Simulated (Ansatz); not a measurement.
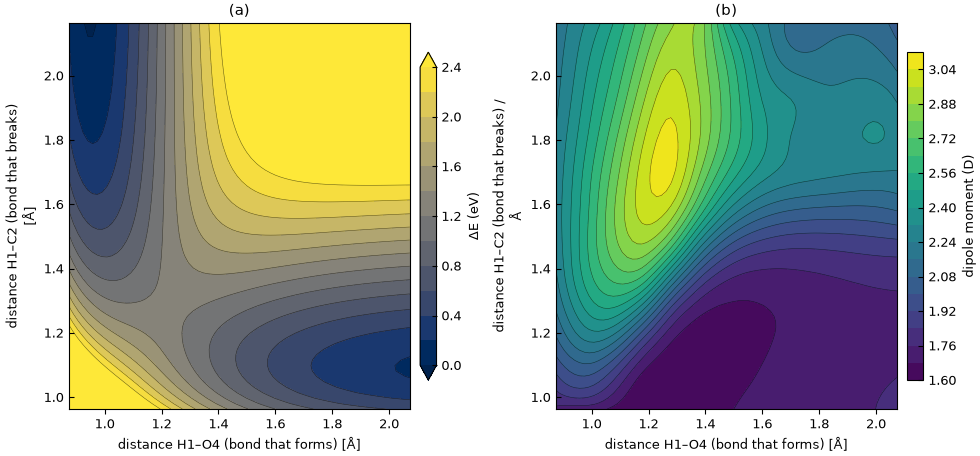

The reacting system C2H7O (fragments C₂H₆ + HO where the first distance is long, H₂O + C₂H₅ where the second is long), spin multiplicity 2. First axis: distance H1–O4 (bond that forms). Second axis: distance H1–C2 (bond that breaks). Relaxed at each point: all other coordinates. The grid has 13 × 13 points. Points are written as (first, second). All energies are given in eV relative to the lowest grid point. In part of the range the unrestricted reference is strongly spin-contaminated. All numbers below come from UHF/def2-SVP in Ansatz 0.2.0.

Panel (a) is the energy; panel (b) is the computed dipole moment, in D.

The picture shows filled contours, one colour for all values above the top of the scale. Between grid points the surface is interpolated.

How does the dipole moment vary over the map, and what is it at the lowest grid point?

Answer. Leaving out the highest fifth of the energies, it runs from 1.61 D at (1.177 Å, 0.963 Å) to 3.06 D at (1.275 Å, 1.801 Å). At the lowest grid point, (0.927 Å, 2.163 Å), it is 2.26 D. That point lies on the edge of the scan.
